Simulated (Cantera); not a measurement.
A closed system holds: 1 mol CuO, 0.68 mol C, 1.6 mol N2, at 1425 °C.

These are equilibrium values from Cantera (NASA tables, ideal gas, pure condensed phases), not measurements of a reactor. Candidate condensed phases: C, Cu, CuO, Cu2O; 27 gas species. The numbers say what is thermodynamically allowed, not how fast it happens.

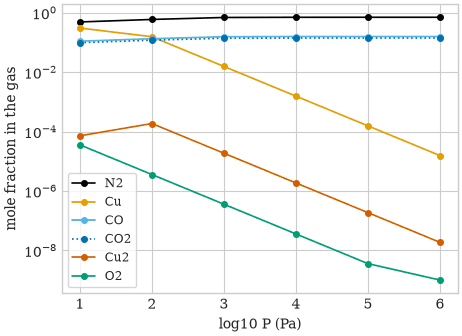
Figure. Equilibrium gas composition (values under 1e-9 drawn at 1e-9)

At 0.0750 Torr nothing is condensed. From 0.750 Torr to 7500 Torr the condensed part is Cu(l). The main Cu-bearing gas is Cu throughout.
